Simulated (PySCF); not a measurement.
**One shape, several levels: Si2PH5Cl2 (SMILES Cl[SiH2]P[SiH2]Cl)**

Aim: a comparison of 6 runs (B3LYP/6-31G*, B3LYP/cc-pVDZ, PBE0/def2-SVP, wB97X/def2-SVP, TPSS/6-311+G**, CCSD/def2-SVP) of Si2PH5Cl2. The job is set up through a Python script.

Program for the calculation: PySCF 2.14.0.

### 1 The structure to begin with

Si2PH5Cl2 has 10 atoms, charge 0, and is taken as a singlet. SMILES: `Cl[SiH2]P[SiH2]Cl`. The shape is that of a GFN2-xTB optimisation. This is one conformer, not always the lowest.

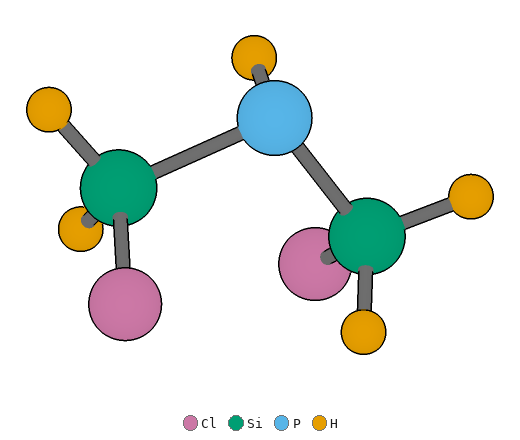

The structure, seen from a chosen angle (chlorine pink, silicon teal, phosphorus blue, hydrogen amber).

### 2 Energy and forces at B3LYP/6-31G(d) (spherical functions) (run 1)

job.py reads:

```python
from pyscf import gto, dft

mol = gto.Mole()
mol.atom = [
    ('Cl', (-0.646390, -0.192510, 2.588340)),
    ('Si', (0.421960, 1.016680, 1.377430)),
    ('P', (1.269160, -0.051100, -0.405640)),
    ('Si', (-0.560050, -0.796280, -1.455110)),
    ('Cl', (-1.457850, 0.809010, -2.271940)),
    ('H', (1.554580, 1.532970, 2.140330)),
    ('H', (-0.453620, 2.089030, 0.917540)),
    ('H', (1.521380, -1.246280, 0.240450)),
    ('H', (-1.542370, -1.474760, -0.610810)),
    ('H', (-0.106810, -1.686750, -2.520580)),
]
mol.verbose = 3
mol.max_memory = 1860
mol.basis = '6-31g*'
mol.build()

ks = dft.RKS(mol, xc='b3lyp')
ks.grids.level = 5
ks.conv_tol = 1e-10
ks.kernel()
if not ks.converged:
    ks = ks.newton().run(ks.mo_coeff, ks.mo_occ)

e_tot = ks.e_tot
print('Final energy', e_tot)
grad = ks.nuc_grad_method().kernel()
dip = ks.dip_moment()
pop, q = ks.mulliken_pop()
```

Launch:

```
OMP_NUM_THREADS=1 python job.py
```

What it wrote:

```text
converged SCF energy = -1843.82854344865
Final energy -1843.8285434486456
[... 8 lines left out ...]
Dipole moment(X, Y, Z, Debye):  0.74004, -0.74111,  0.26128
[... 111 lines left out ...]
charge of    9H =     -0.03442
```

Wall time 98 s (1 thread of Intel Xeon at 2.50GHz (Skylake/Cascade Lake), shared host); peak memory 0.99 GiB.

### 3 Energy and gradient at B3LYP/cc-pVDZ (run 2)

input.py reads:

```python
from pyscf import gto, dft

mol = gto.M(
    atom=[
    ('Cl', (-0.646390, -0.192510, 2.588340)),
    ('Si', (0.421960, 1.016680, 1.377430)),
    ('P', (1.269160, -0.051100, -0.405640)),
    ('Si', (-0.560050, -0.796280, -1.455110)),
    ('Cl', (-1.457850, 0.809010, -2.271940)),
    ('H', (1.554580, 1.532970, 2.140330)),
    ('H', (-0.453620, 2.089030, 0.917540)),
    ('H', (1.521380, -1.246280, 0.240450)),
    ('H', (-1.542370, -1.474760, -0.610810)),
    ('H', (-0.106810, -1.686750, -2.520580)),
],
    basis='cc-pvdz',
    verbose=4,
    max_memory=1860,
)

mf = dft.RKS(mol)
mf.xc = 'b3lyp'
mf.grids.level = 5
mf.conv_tol = 1e-10
mf.kernel()
if not mf.converged:
    mf = mf.newton().run(mf.mo_coeff, mf.mo_occ)

etot = mf.e_tot
print('E = %.10f Eh' % etot)
grad = mf.nuc_grad_method().kernel()
dip = mf.dip_moment()
pop, q = mf.mulliken_pop()
```

Launch:

```
OMP_NUM_THREADS=1 python input.py
```

What it wrote:

```text
PySCF version 2.14.0

[... 78 lines left out ...]
converged SCF energy = -1843.92849713211
[... 13 lines left out ...]
Dipole moment(X, Y, Z, Debye):  0.69572, -0.57624,  0.18774
[... 126 lines left out ...]
charge of    9H =     -0.04476
```

It took 1.8 min on 1 thread of Intel Xeon at 2.50GHz (Skylake/Cascade Lake), shared host; peak memory 1.2 GiB.

Runs 3 to 5 aren't shown in full; the table further down has their settings and results.

### 4 The energy at CCSD/def2-SVP (run 6)

input.py reads:

```python
# Cl[SiH2]P[SiH2]Cl
from pyscf import gto, cc

system = gto.M(
    atom='''
Cl    -1.221500    -0.363791     4.891254
Si     0.797389     1.921247     2.602965
P      2.398365    -0.096565    -0.766549
Si    -1.058341    -1.504751    -2.749759
Cl    -2.754937     1.528807    -4.293344
H      2.937730     2.896893     4.044638
H     -0.857218     3.947695     1.733899
H      2.874992    -2.355128     0.454385
H     -2.914657    -2.786892    -1.154264
H     -0.201842    -3.187496    -4.763206
''',
    charge=0,
    unit='bohr',
    basis='def2-svp',
    verbose=3,
    spin=0,
    max_memory=1860,
)

mf = system.RHF()
mf.conv_tol = 1e-10
mf.kernel()
if not mf.converged:
    mf = mf.newton().run(mf.mo_coeff, mf.mo_occ)

mycc = cc.CCSD(mf, frozen=25)
mycc.kernel()
e_final = mycc.e_tot
print('E(%s) = %.9f' % ('CCSD', e_final))
dip = mf.dip_moment()
pop, q = mf.mulliken_pop()
```

Launch:

```
OMP_NUM_THREADS=1 python input.py
```

What it wrote:

```text
converged SCF energy = -1840.04340785674
[... 2 lines left out ...]
Dipole moment(X, Y, Z, Debye):  0.61983, -0.67332,  0.31063
[... 126 lines left out ...]
charge of    9H =     -0.11377
```

It took 37 s on 1 thread of Intel Xeon at 2.50GHz (Skylake/Cascade Lake), shared host; peak memory 0.77 GiB.

### 5 All runs side by side

```
run                               level      task  integration grid   energy (Eh)  dipole moment (D) of the reference  HOMO energy (eV)  LUMO energy (eV)  wall time
  1  B3LYP/6-31G* (spherical functions)  gradient                 5  -1843.828543                                1.08             -7.32             -0.48       98 s
  2                       B3LYP/cc-pVDZ  gradient                 5  -1843.928497                                0.92             -7.25             -0.29    1.8 min
  3                       PBE0/def2-SVP  gradient                 5  -1842.590492                                0.88             -7.55             -0.14    1.7 min
  4                      wB97X/def2-SVP  gradient                 5  -1843.253747                                0.90             -9.78              1.96    2.4 min
  5                      TPSS/6-311+G**  gradient                 5  -1844.004891                                1.04             -6.68             -1.20    4.6 min
  6                       CCSD/def2-SVP    energy                 –  -1840.692423                                0.97            -10.04              3.31       37 s
```

### 6 What came out

```
                                           quantity           value
                                run 6: total energy  -1840.69242 Eh
        run 6: dipole moment (Hartree–Fock density)          0.97 D
         run 6: HOMO energy (Hartree–Fock orbitals)       -10.04 eV
         run 6: LUMO energy (Hartree–Fock orbitals)         3.31 eV
       run 6: HOMO–LUMO gap (Hartree–Fock orbitals)        13.36 eV
run 6: correlation energy (25 core orbitals frozen)      -649.0 mEh
                               run 6: T1 diagnostic           0.010
```

What this shows: Over runs 1, 2, 3, 4, 5 the dipole moment (its size) runs from 0.88 D (PBE0/def2-SVP) to 1.08 D (B3LYP/6-31G*). The two ends differ in method and basis. Over runs 1, 2, 3, 4, 5 the HOMO–LUMO gap runs from 5.47 eV (TPSS/6-311+G**) to 11.74 eV (wB97X/def2-SVP). Totals of different functionals can't be ranked against each other. All runs together took 13 min, the longest 4.6 min.
